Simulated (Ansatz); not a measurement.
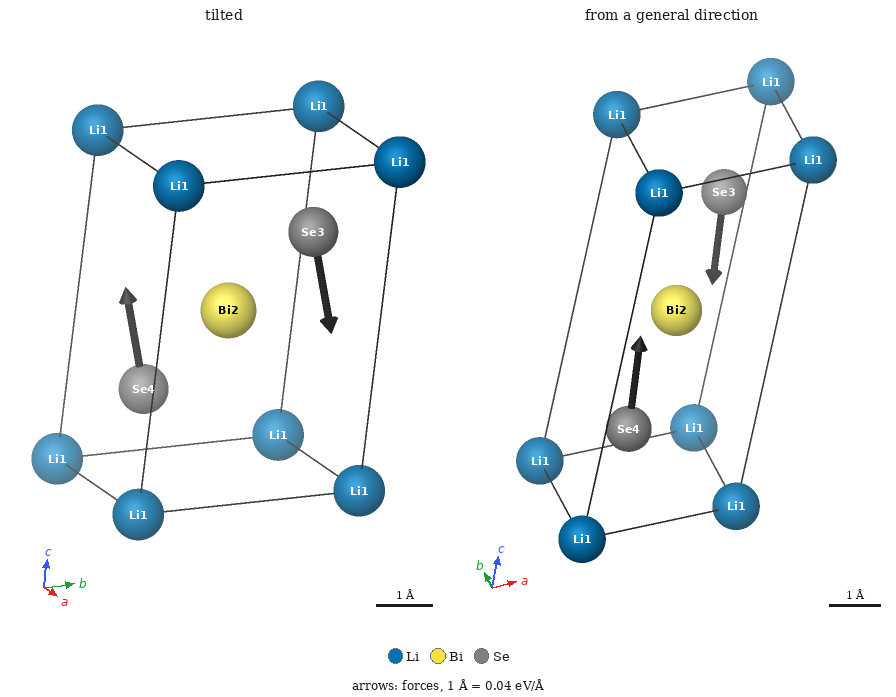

The crystal in a spheres-only representation, seen slightly off an axis and from a general direction. The box is the cell (the run's own, in a reduced setting); atoms on or close to its faces, edges and corners are drawn wherever they repeat. The arrows are the computed forces on the atoms.

System: LiBiSe2. All computed values are from DFT, HSE06, plane waves, PAW in Ansatz 0.2.0. Settings: a basis cut at 420 eV, k-points about 0.45 Å⁻¹ apart, no spin polarisation.

**Are the forces small enough to call this converged?**

No. The atoms still feel forces of up to about 0.063 eV/Å, above a usual threshold of 0.01 to 0.03 eV/Å.

**Which atom is pushed hardest?**

Se3 and Se4, about 0.063 eV/Å.

The starting point was a structure type filled with these elements by a generator (whether the compound takes this form wasn't checked). Earlier steps of the study, as a rule a relaxation of our own, may have changed the cell and positions, so they can lie some per cent off the listed ones. Ansatz was used for an electronic-structure calculation on it.
